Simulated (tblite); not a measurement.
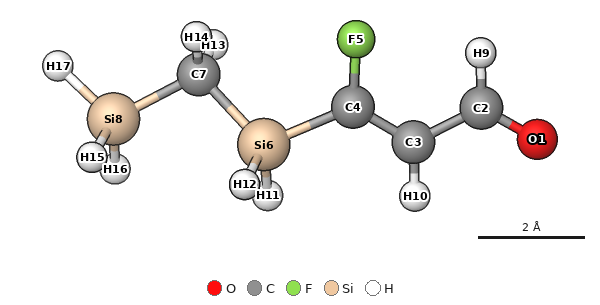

The structure as given in the input (ball-and-stick view, seen at a tilt; atoms are numbered from 1 in the order of the input).

**Geometry relaxation, with input and output: C$_{4}$H$_{9}$FOSi$_{2}$ (part 1 of 3)**

The run: geometry relaxation of C$_{4}$H$_{9}$FOSi$_{2}$. Method and program: GFN2-xTB geometry optimisation, gas phase (tblite 0.8.0).

It belongs to a series of runs on one base structure; here: H on Si replaced by CH2SiH3.

Log
```
step      E/eV     max force
  0    -689.40492    2.201
  1    -689.50540    2.408
  2    -689.55727    0.613
  3    -689.57130    0.435
  4    -689.58759    0.326
  5    -689.59721    0.267
  6    -689.60711    0.196
  7    -689.61132    0.159
  8    -689.61579    0.145
  9    -689.61962    0.134
 10    -689.62290    0.172
 11    -689.62569    0.179
 12    -689.62893    0.144
 13    -689.63269    0.172
 14    -689.63653    0.150
 15    -689.63974    0.128
 16    -689.64231    0.107
 17    -689.64448    0.137
 18    -689.64618    0.134
 19    -689.64741    0.090
 20    -689.64838    0.079
 21    -689.64926    0.075
 22    -689.65020    0.089
 23    -689.65124    0.094
 24    -689.65237    0.082
 25    -689.65344    0.085
 26    -689.65430    0.064
 27    -689.65490    0.050
 28    -689.65533    0.052
 29    -689.65571    0.049
 30    -689.65609    0.055
 31    -689.65645    0.051
 32    -689.65675    0.044
 33    -689.65697    0.034
 34    -689.65712    0.027
 35    -689.65727    0.030
 36    -689.65744    0.036
 37    -689.65766    0.047
 38    -689.65797    0.055
 39    -689.65841    0.059
 40    -689.65902    0.066
 41    -689.65967    0.060
 42    -689.66022    0.057
 43    -689.66063    0.051
 44    -689.66101    0.057
 45    -689.66147    0.067
 46    -689.66197    0.056
 47    -689.66238    0.048
 48    -689.66265    0.036
 49    -689.66289    0.043
 50    -689.66317    0.046
 51    -689.66342    0.033
 52    -689.66357    0.026
 53    -689.66367    0.024
 54    -689.66378    0.030
 55    -689.66395    0.037
 56    -689.66419    0.043
 57    -689.66445    0.036
 58    -689.66471    0.034
 59    -689.66495    0.035
 60    -689.66515    0.031
 61    -689.66530    0.027
 62    -689.66539    0.025
 63    -689.66546    0.024
 64    -689.66555    0.019
 65    -689.66564    0.023
 66    -689.66572    0.020
 67    -689.66577    0.018
 68    -689.66583    0.022
 69    -689.66590    0.021
 70    -689.66599    0.026
 71    -689.66609    0.024
 72    -689.66619    0.027
 73    -689.66628    0.025
 74    -689.66638    0.027
 75    -689.66651    0.033
 76    -689.66665    0.037
 77    -689.66681    0.038
 78    -689.66697    0.041
 79    -689.66709    0.033
 80    -689.66721    0.029
 81    -689.66735    0.038
 82    -689.66750    0.034
 83    -689.66762    0.030
 84    -689.66769    0.020
 85    -689.66775    0.021
 86    -689.66781    0.021
 87    -689.66791    0.026
 88    -689.66806    0.052
 89    -689.66819    0.021
 90    -689.66835    0.051
 91    -689.66850    0.040
 92    -689.66876    0.034
 93    -689.66891    0.036
 94    -689.66914    0.068
 95    -689.66938    0.086
 96    -689.66970    0.074
 97    -689.67009    0.062
 98    -689.67057    0.056
 99    -689.67074    0.161
100    -689.67171    0.070
101    -689.67242    0.081
102    -689.67219    0.237
103    -689.67405    0.078
104    -689.67478    0.045
105    -689.66972    0.378
106    -689.67614    0.108
107    -689.67684    0.059
108    -689.66804    0.502
109    -689.67754    0.050
110    -689.67796    0.036
111    -689.67803    0.142
112    -689.67860    0.026
113    -689.67871    0.027
114    -689.67884    0.027
115    -689.67892    0.032
116    -689.67902    0.019
117    -689.67907    0.023
118    -689.67914    0.017
119    -689.67926    0.020
120    -689.67931    0.018
121    -689.67941    0.026
122    -689.67947    0.026
123    -689.67952    0.014
124    -689.67955    0.012
125    -689.67959    0.015
126    -689.67963    0.021
127    -689.67968    0.021
128    -689.67973    0.021
129    -689.67978    0.021
130    -689.67983    0.019
131    -689.67990    0.023
132    -689.67997    0.021
133    -689.68003    0.014
134    -689.68008    0.015
135    -689.68011    0.016
136    -689.68016    0.019
137    -689.68020    0.028
138    -689.68027    0.022
139    -689.68034    0.023
140    -689.68043    0.016
141    -689.68049    0.021
142    -689.68062    0.021
143    -689.68073    0.021
144    -689.68083    0.022
145    -689.68082    0.057
146    -689.68095    0.016
147    -689.68098    0.012
148    -689.68103    0.010
```

Trajectory as extended XYZ (Å, eV, eV/Å), 29 of the 149 frames kept, from step=0 to step=148
```
17
Properties=species:S:1:pos:R:3:forces:R:3 step=0 energy=-689.40492
O     4.8058   -0.4232   -0.4692   -1.3040   0.7130   1.0440
C     3.7942   -0.0640    0.1390    1.6030  -0.9390  -1.1220
C     2.4620   -0.4676   -0.2988    0.0620   0.6160   0.6510
C     1.3699   -0.0601    0.3701    1.0310   0.0270   0.1190
F     1.5278    0.6982    1.4907   -0.0320  -0.2730  -0.4560
Si   -0.3677   -0.5009   -0.0905   -0.4310  -1.1910  -0.7440
C    -1.5572    0.7725    0.5257    0.6880   0.6820   0.7800
Si   -3.2243    0.2132    0.0011   -2.1580  -0.2640  -0.3460
H     3.8626    0.5492    1.0590   -0.0520  -0.1060  -0.2700
H     2.4104   -1.0786   -1.1907   -0.1850   0.1570   0.2290
H    -0.4299   -0.6087   -1.5703    0.1270   0.0250   0.3150
H    -0.6764   -1.8422    0.4770    0.1610   0.3100  -0.0810
H    -1.3319    1.7565    0.1236    0.0230   0.0970   0.0050
H    -1.5010    0.8544    1.6167   -0.0110   0.0540  -0.1630
H    -3.5760   -1.1017    0.5883    0.1610   0.2870  -0.1380
H    -3.3288    0.1263   -1.4701    0.0880  -0.0060   0.2620
H    -4.2464    1.1888    0.4616    0.2300  -0.1890  -0.0850
17
Properties=species:S:1:pos:R:3:forces:R:3 step=5 energy=-689.59721
O     4.8330   -0.4095   -0.4571    0.2430  -0.0390  -0.0340
C     3.8326   -0.0841    0.1278   -0.0070   0.0700  -0.0270
C     2.4882   -0.4456   -0.2838   -0.0520  -0.0100   0.0660
C     1.3855   -0.0732    0.3698    0.1710   0.0350   0.0430
F     1.5238    0.6896    1.4741   -0.1020  -0.0230   0.0000
Si   -0.3815   -0.5400   -0.1142   -0.0490   0.0890   0.0400
C    -1.5670    0.7731    0.5308    0.0540   0.1040   0.1160
Si   -3.3027    0.2189   -0.0030   -0.0050   0.0810   0.0340
H     3.8621    0.5388    1.0362    0.1210   0.0530   0.0970
H     2.3893   -1.0570   -1.1609   -0.0420  -0.0750  -0.1370
H    -0.4167   -0.6118   -1.5719    0.0690  -0.0460  -0.0820
H    -0.6655   -1.8439    0.4802    0.0420  -0.1010   0.0350
H    -1.3278    1.7640    0.1267   -0.0700  -0.2270   0.0540
H    -1.4987    0.8629    1.6223   -0.0450  -0.0430  -0.2600
H    -3.5713   -1.0936    0.5820   -0.0510  -0.0030  -0.0040
H    -3.3271    0.1238   -1.4622   -0.0540  -0.0010   0.0030
H    -4.2633    1.1996    0.4663   -0.2230   0.1360   0.0550
17
Properties=species:S:1:pos:R:3:forces:R:3 step=11 energy=-689.62569
O     4.8739   -0.4051   -0.4481   -0.0270  -0.0170  -0.0560
C     3.8636   -0.0780    0.1225    0.0120  -0.0590   0.0310
C     2.5102   -0.4488   -0.2836    0.0020   0.0920   0.0510
C     1.4042   -0.0755    0.3691   -0.0320  -0.0170  -0.0160
F     1.5027    0.6853    1.4800    0.0960  -0.0570  -0.0730
Si   -0.3734   -0.5487   -0.1169   -0.0150   0.0350   0.0150
C    -1.5804    0.7552    0.5215   -0.0300   0.0270   0.0130
Si   -3.3428    0.2519    0.0123    0.0250  -0.0200  -0.0130
H     3.9057    0.5429    1.0379   -0.0400   0.0060  -0.0260
H     2.3825   -1.0572   -1.1699    0.1150   0.0800   0.1120
H    -0.3869   -0.6289   -1.5781    0.0360  -0.0300  -0.0160
H    -0.6412   -1.8578    0.4834    0.0370  -0.0290   0.0070
H    -1.3393    1.7402    0.1197   -0.0010  -0.0440  -0.0280
H    -1.5115    0.8507    1.6060    0.0000  -0.0490  -0.0390
H    -3.5943   -1.0746    0.5770   -0.0970   0.0300   0.0410
H    -3.3533    0.1308   -1.4467   -0.0890   0.0610   0.0000
H    -4.3266    1.2295    0.4768    0.0090  -0.0100  -0.0040
17
Properties=species:S:1:pos:R:3:forces:R:3 step=16 energy=-689.64231
O     4.8812   -0.4130   -0.4598   -0.0070  -0.0020   0.0450
C     3.8850   -0.0779    0.1320    0.0200   0.0610  -0.0430
C     2.5305   -0.4327   -0.2737    0.0090  -0.0540  -0.0290
C     1.4129   -0.0746    0.3638    0.0140   0.0220   0.0470
F     1.5204    0.6719    1.4804   -0.0140   0.0630   0.0850
Si   -0.3669   -0.5551   -0.1196    0.0430  -0.0740  -0.0380
C    -1.5947    0.7360    0.5075   -0.0350  -0.0580  -0.0520
Si   -3.3734    0.2713    0.0216   -0.0730  -0.0570  -0.0410
H     3.9389    0.5515    1.0391    0.0130  -0.0120   0.0220
H     2.4335   -1.0397   -1.1581    0.0000  -0.0250  -0.0780
H    -0.3469   -0.6568   -1.5794   -0.0100  -0.0040  -0.0230
H    -0.6022   -1.8705    0.4842    0.0020   0.0010   0.0150
H    -1.3501    1.7134    0.0951    0.0190   0.0530   0.0380
H    -1.5247    0.8187    1.5904    0.0310   0.0550   0.0360
H    -3.6629   -1.0419    0.5932   -0.0530  -0.0290   0.0460
H    -3.4209    0.1677   -1.4348   -0.0420   0.0280  -0.0640
H    -4.3668    1.2437    0.4813    0.0830   0.0320   0.0320
17
Properties=species:S:1:pos:R:3:forces:R:3 step=21 energy=-689.64926
O     4.8872   -0.4148   -0.4564    0.0490   0.0040  -0.0110
C     3.8925   -0.0706    0.1315    0.0020  -0.0110   0.0260
C     2.5380   -0.4297   -0.2728    0.0040   0.0300   0.0090
C     1.4214   -0.0721    0.3707    0.0120  -0.0100  -0.0190
F     1.5268    0.6752    1.4899   -0.0050  -0.0160  -0.0300
Si   -0.3554   -0.5656   -0.1244   -0.0490   0.0290   0.0130
C    -1.6037    0.7196    0.4948    0.0430   0.0060   0.0130
Si   -3.3944    0.2654    0.0156    0.0560   0.0130   0.0130
H     3.9532    0.5531    1.0416   -0.0210   0.0170   0.0140
H     2.4524   -1.0330   -1.1637   -0.0550   0.0170   0.0130
H    -0.3330   -0.6700   -1.5858    0.0010  -0.0030   0.0200
H    -0.5862   -1.8778    0.4891    0.0020   0.0030   0.0020
H    -1.3538    1.7048    0.0947   -0.0320  -0.0580  -0.0170
H    -1.5247    0.8146    1.5803   -0.0250  -0.0370  -0.0580
H    -3.7068   -1.0352    0.6102   -0.0190   0.0040  -0.0220
H    -3.4618    0.1892   -1.4447   -0.0260  -0.0170   0.0080
H    -4.3587    1.2591    0.4927    0.0630   0.0300   0.0270
17
Properties=species:S:1:pos:R:3:forces:R:3 step=26 energy=-689.65430
O     4.9030   -0.4091   -0.4470   -0.0370   0.0060   0.0240
C     3.9039   -0.0676    0.1364   -0.0090   0.0200  -0.0240
C     2.5477   -0.4205   -0.2737   -0.0060  -0.0160  -0.0030
C     1.4286   -0.0718    0.3696   -0.0150   0.0270   0.0010
F     1.5272    0.6737    1.4896   -0.0030   0.0020   0.0190
Si   -0.3481   -0.5732   -0.1253    0.0440  -0.0250  -0.0060
C    -1.6039    0.7004    0.4810   -0.0370   0.0050  -0.0030
Si   -3.3984    0.2628    0.0128   -0.0440   0.0100   0.0020
H     3.9587    0.5582    1.0471   -0.0190  -0.0160  -0.0060
H     2.4442   -1.0197   -1.1654    0.0410   0.0060  -0.0050
H    -0.3227   -0.6826   -1.5835    0.0020  -0.0110  -0.0370
H    -0.5726   -1.8815    0.4946   -0.0020  -0.0270   0.0150
H    -1.3663    1.6855    0.0813    0.0290   0.0270  -0.0500
H    -1.5333    0.7971    1.5634    0.0060  -0.0190   0.0580
H    -3.7513   -1.0254    0.6124    0.0180   0.0040  -0.0330
H    -3.5078    0.1988   -1.4461    0.0080  -0.0260   0.0270
H    -4.3159    1.2869    0.5159    0.0230   0.0340   0.0200
17
Properties=species:S:1:pos:R:3:forces:R:3 step=32 energy=-689.65675
O     4.9026   -0.4046   -0.4397   -0.0100  -0.0070  -0.0100
C     3.9009   -0.0627    0.1383    0.0160   0.0200   0.0090
C     2.5473   -0.4147   -0.2750    0.0040  -0.0040  -0.0070
C     1.4281   -0.0665    0.3685   -0.0150  -0.0180  -0.0100
F     1.5266    0.6727    1.4926   -0.0110  -0.0010  -0.0040
Si   -0.3438   -0.5817   -0.1283   -0.0270  -0.0290  -0.0140
C    -1.6052    0.6914    0.4749    0.0000  -0.0210  -0.0160
Si   -3.4062    0.2684    0.0158    0.0030   0.0090   0.0070
H     3.9526    0.5591    1.0498   -0.0130   0.0220   0.0360
H     2.4540   -1.0116   -1.1686   -0.0080  -0.0020  -0.0180
H    -0.3166   -0.6934   -1.5892    0.0030  -0.0120   0.0240
H    -0.5652   -1.8894    0.5002    0.0100   0.0150  -0.0130
H    -1.3641    1.6738    0.0665    0.0170  -0.0040   0.0180
H    -1.5350    0.7853    1.5595    0.0200   0.0190  -0.0110
H    -3.7667   -1.0228    0.6030    0.0040   0.0120   0.0030
H    -3.5270    0.1934   -1.4409    0.0020   0.0070   0.0090
H    -4.2894    1.3153    0.5357    0.0040  -0.0060  -0.0030
17
Properties=species:S:1:pos:R:3:forces:R:3 step=37 energy=-689.65766
O     4.8985   -0.4013   -0.4361    0.0230   0.0270   0.0210
C     3.8983   -0.0560    0.1422   -0.0220  -0.0140   0.0030
C     2.5466   -0.4118   -0.2771   -0.0090   0.0110   0.0010
C     1.4245   -0.0703    0.3649    0.0060   0.0020   0.0000
F     1.5206    0.6696    1.4894   -0.0210  -0.0080  -0.0030
Si   -0.3456   -0.5903   -0.1314   -0.0050   0.0070   0.0030
C    -1.6044    0.6851    0.4705    0.0340   0.0260   0.0200
Si   -3.4084    0.2731    0.0186    0.0230   0.0030   0.0030
H     3.9470    0.5639    1.0575   -0.0030  -0.0100  -0.0260
H     2.4580   -1.0067   -1.1733    0.0020   0.0080   0.0050
H    -0.3136   -0.7038   -1.5896   -0.0060  -0.0170  -0.0230
H    -0.5600   -1.8944    0.5003   -0.0080  -0.0320   0.0070
H    -1.3561    1.6670    0.0648    0.0030  -0.0040  -0.0190
H    -1.5276    0.7855    1.5542    0.0050  -0.0150   0.0000
H    -3.7712   -1.0181    0.6013   -0.0060  -0.0040   0.0230
H    -3.5337    0.1944   -1.4362   -0.0020   0.0170  -0.0170
H    -4.2797    1.3262    0.5432   -0.0140   0.0020   0.0010
17
Properties=species:S:1:pos:R:3:forces:R:3 step=42 energy=-689.66022
O     4.8955   -0.3720   -0.4099    0.0130   0.0090  -0.0070
C     3.8832   -0.0376    0.1541    0.0360  -0.0020  -0.0130
C     2.5408   -0.4009   -0.2854    0.0070  -0.0030  -0.0050
C     1.4095   -0.0833    0.3507   -0.0070   0.0220   0.0130
F     1.4831    0.6542    1.4776    0.0130   0.0010   0.0430
Si   -0.3530   -0.6230   -0.1425    0.0120  -0.0260  -0.0190
C    -1.5851    0.6776    0.4638   -0.0130  -0.0450  -0.0320
Si   -3.3999    0.2885    0.0287   -0.0050   0.0040   0.0020
H     3.9196    0.5760    1.0729   -0.0410   0.0070   0.0050
H     2.4654   -0.9868   -1.1881    0.0160  -0.0140  -0.0030
H    -0.3125   -0.7502   -1.6014   -0.0350  -0.0140   0.0170
H    -0.5517   -1.9276    0.5012   -0.0260   0.0370  -0.0210
H    -1.3226    1.6511    0.0463   -0.0070  -0.0110  -0.0020
H    -1.4941    0.7807    1.5461   -0.0030  -0.0020  -0.0080
H    -3.7816   -0.9991    0.6127    0.0190   0.0280   0.0120
H    -3.5497    0.2119   -1.4262    0.0190   0.0200   0.0220
H    -4.2540    1.3525    0.5625    0.0020  -0.0100  -0.0040
```
